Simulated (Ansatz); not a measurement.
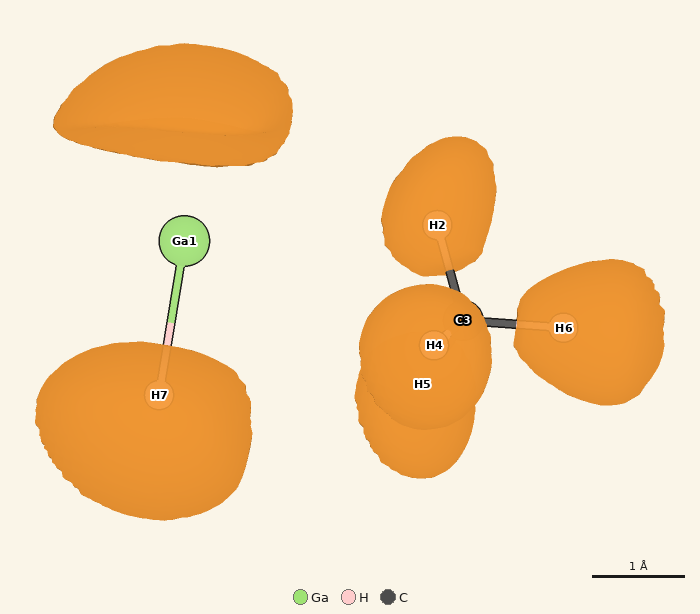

*GaH···CH₄. Isosurface of the electron localisation function at 0.9 (orange), seen across its widest extent. Only the valence region is drawn (cores and ρ < 0.01 e/Å³ removed).*

The calculation used RKS revPBE/def2-mTZVP in Ansatz.

Input file:

```
crystal:
  periodic: [false, false, false]
  atoms:
    - { symbol: Ga, position_ang: [0.0, 0.0, 0.0] }
    - { symbol: H, position_ang: [1.0314, 0.0, 1.4384] }
    - { symbol: C, position_ang: [2.1439, 0.0, 0.3949] }
    - { symbol: H, position_ang: [2.4735, -1.0462, 0.2247] }
    - { symbol: H, position_ang: [2.0074, 0.508, -0.5825] }
    - { symbol: H, position_ang: [2.9135, 0.5381, 0.9867] }
    - { symbol: H, position_ang: [-1.3596, 0.0, -0.785] }
basis:
  gaussian: { orbitals: def2-mTZVP }
hamiltonian:
  xc: revpbe
relax:
  f_tol: 0.15
  max_steps: 25
  restrain:
    - { distance: [1, 2], at: 1.11, k: 30.0 }
    - { distance: [0, 1], at: 2.77, k: 30.0 }
    - { distance: [0, 2], at: 3.18, k: 30.0 }
output:
  orbitals: {}
```

Launched as:

```sh
ansatz run input.yaml --threads 1 --pin off --max-ram 2048MiB --backend cpu --events-out ev --progress --plain --runs-dir out
```

The fields are those of the run's last geometry, not of the input's.

### Where are the electrons localised?

At this value the surface marks out five regions around hydrogen nuclei and one lobe on Ga, pointing away from the bonds (lone pairs). Along the contacts the grid gives the following. C3···Ga1 (3.19 Å): the ELF dips to about 0.05 between them. C–H (1.10 Å): the ELF climbs to about 1 towards the hydrogen, as it does in any bond to H; a covalent bond by its length.
